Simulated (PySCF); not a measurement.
# SiBrCl3 (bromotrichlorosilane): levels of theory compared

Aim: a comparison of 6 runs (B3LYP/cc-pVDZ, BHLYP/cc-pVDZ, CAM-B3LYP/cc-pVDZ, PBE0/cc-pVDZ, wB97X/cc-pVDZ, CCSD(T)/cc-pVDZ) of SiBrCl3 (bromotrichlorosilane). 

The calculation is run with PySCF 2.14.0.

16 further runs of the same task are left out: 14 that didn't finish, 2 set aside as unsound or not needed.

## 1. The system as given

SiBrCl3 has 5 atoms, charge 0, and is taken as a singlet. SMILES: `Cl[Si](Cl)(Cl)Br`. The Si2–Cl3 distance was set to 4.451 Å, away from the relaxed value. At this shape a bond of the SMILES string is far longer than usual.

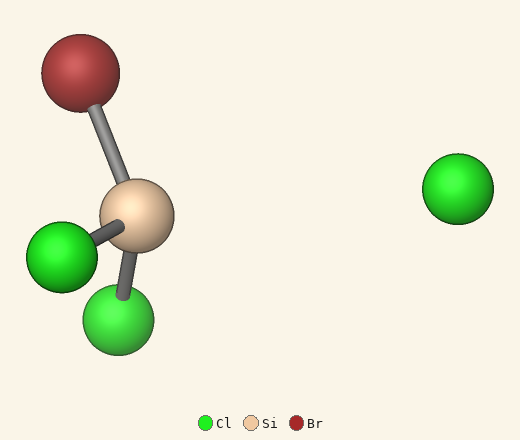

Viewed from a chosen angle; chlorine green, silicon light orange, bromine red.

## 2. The energy at B3LYP/cc-pVDZ (run 1)

File run.py:

```python
from pyscf import gto, dft

mol = gto.M(
    atom='''
Cl  -2.877418   1.121018   1.888800
Si  -2.021118   1.296118   0.064000
Cl   1.690500  -1.158200  -0.059200
Cl  -3.310218   0.629018  -1.345600
Br  -1.530118   3.393118  -0.320700
''',
    spin=0,
    basis='cc-pvdz',
    max_memory=1860,
    verbose=3,
)

mf = dft.RKS(mol, xc='b3lyp')
mf.conv_tol = 1e-10
mf.grids.level = 5
mf.kernel()
if not mf.converged:
    mf = mf.newton().run(mf.mo_coeff, mf.mo_occ)

etot = mf.e_tot
print('E(%s) = %.9f' % ('B3LYP', etot))
```

Run with:

```
$ OMP_NUM_THREADS=1 python run.py
```

The program printed:

```text
converged SCF energy = -4244.33817369544
E(B3LYP) = -4244.338173695
```

Wall time 67 s (1 thread of Arm Neoverse N1, shared host); peak memory 0.55 GiB.

## 3. A single-point energy at BHLYP/cc-pVDZ (run 2)

File job.py:

```python
from pyscf import gto, dft

mol = gto.Mole()
mol.atom = '''
Cl    -5.437532     2.118417     3.569315
Si    -3.819359     2.449308     0.120942
Cl     3.194582    -2.188681    -0.111872
Cl    -6.255405     1.188672    -2.542815
Br    -2.891504     6.412064    -0.606035
'''
mol.max_memory = 1860
mol.basis = 'cc-pvdz'
mol.verbose = 3
mol.unit = 'bohr'
mol.build()

ks = dft.RKS(mol, xc='bhandhlyp')
ks.grids.level = 5
ks.conv_tol = 1e-10
ks.kernel()
if not ks.converged:
    ks = ks.newton().run(ks.mo_coeff, ks.mo_occ)

energy = ks.e_tot
print('E(%s) = %.9f' % ('BHLYP', energy))
```

Run with:

```
$ OMP_NUM_THREADS=1 python job.py
```

The program printed:

```text
converged SCF energy = -4244.22361893062
E(BHLYP) = -4244.223618931
```

Wall time 65 s (1 thread of Arm Neoverse N1, shared host); peak memory 0.55 GiB.

Runs 3 to 5 aren't shown in full; the table further down has their settings and results.

## 4. A single-point energy at CCSD(T)/cc-pVDZ (run 6)

File input.py:

```python
from pyscf import gto, scf, cc

system = gto.M(
    atom='''
Cl    -5.437532     2.118417     3.569315
Si    -3.819359     2.449308     0.120942
Cl     3.194582    -2.188681    -0.111872
Cl    -6.255405     1.188672    -2.542815
Br    -2.891504     6.412064    -0.606035
''',
    charge=0,
    basis='cc-pvdz',
    unit='bohr',
    max_memory=1860,
    verbose=3,
)

calc0 = scf.RHF(system)
calc0.conv_tol = 1e-10
calc0.kernel()
if not calc0.converged:
    calc0 = calc0.newton().run(calc0.mo_coeff, calc0.mo_occ)

mycc = cc.CCSD(calc0, frozen=29)
mycc.kernel()
e_t = mycc.ccsd_t()
energy = mycc.e_tot + e_t
print('Final energy', energy)
```

Run with:

```
$ OMP_NUM_THREADS=1 python input.py
```

The program printed:

```text
converged SCF energy = -4239.80341236849
E(CCSD) = -4240.505166476147  E_corr = -0.701754107656041
CCSD(T) correction = -0.0712910523662617
Final energy -4240.576457528513
```

Wall time 1.8 min (1 thread of Arm Neoverse N1, shared host); peak memory 0.45 GiB.

## 5. The series

```csv
run,level,integration grid,frozen core orbitals,energy (Eh),dipole moment (D) of the reference,HOMO energy (eV),LUMO energy (eV),wall time
1,B3LYP/cc-pVDZ,5,–,-4244.338174,7.37,-6.91,-5.93,67 s
2,BHLYP/cc-pVDZ,5,–,-4244.223619,8.42,-7.71,-5.40,65 s
3,CAM-B3LYP/cc-pVDZ,5,–,-4244.396839,8.28,-7.96,-5.16,2 min
4,PBE0/cc-pVDZ,5,–,-4243.377740,7.64,-7.19,-5.91,67 s
5,wB97X/cc-pVDZ,5,–,-4244.232363,9.24,-8.65,-4.52,1.7 min
6,CCSD(T)/cc-pVDZ,–,29,-4240.576458,11.57,-8.28,-3.80,1.8 min
```

## 6. What came out

| quantity | value |
| --- | --- |
| run 6: total energy | -4240.57646 Eh |
| run 6: dipole moment (Hartree–Fock density) | 11.57 D |
| run 6: HOMO energy (Hartree–Fock orbitals) | -8.28 eV |
| run 6: LUMO energy (Hartree–Fock orbitals) | -3.80 eV |
| run 6: HOMO–LUMO gap (Hartree–Fock orbitals) | 4.48 eV |
| run 6: correlation energy (29 core orbitals frozen) | -773.0 mEh |
| run 6: (T) correction | -71.29 mEh |
| run 6: T1 diagnostic | 0.068 |

In words: Over runs 1, 2, 3, 4, 5 the dipole moment (its size) runs from 7.37 D (B3LYP/cc-pVDZ) to 9.24 D (wB97X/cc-pVDZ). Over runs 1, 2, 3, 4, 5 the HOMO–LUMO gap runs from 0.98 eV (B3LYP/cc-pVDZ) to 4.13 eV (wB97X/cc-pVDZ). Totals of different functionals can't be ranked against each other. In run 6 the T1 diagnostic is large, so a single reference may not serve. In runs 1, 2, 3, 4, 5, 6 a closed-shell determinant meets a far-stretched bond, which it describes badly. All runs together took 8.8 min, the longest 2 min.
